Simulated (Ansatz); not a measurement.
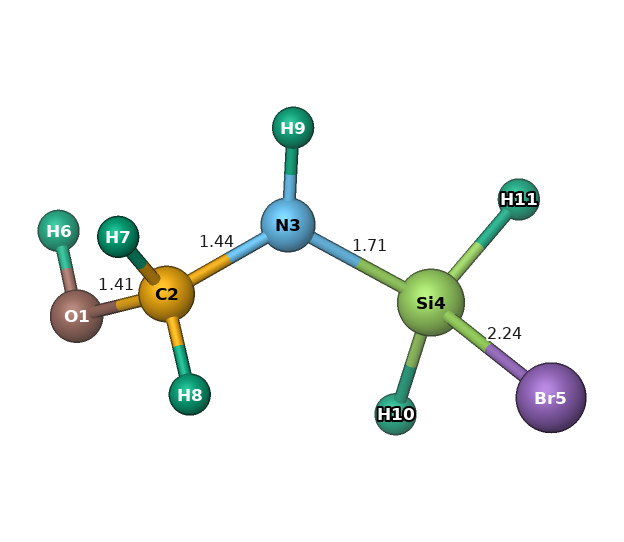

The numbers beside the sticks are distances in Å. Sticks don't show bond order. Computed geometry: PBE0-D4/def2-TZVP optimisation. No frequency run is at hand to confirm it as a minimum.

### Which of the marked bonds are single, double, triple or aromatic?

O1–C2 single; C2–N3 single; N3–Si4 single; Si4–Br5 single.

### Give the structure as SMILES.

OCN[SiH2]Br
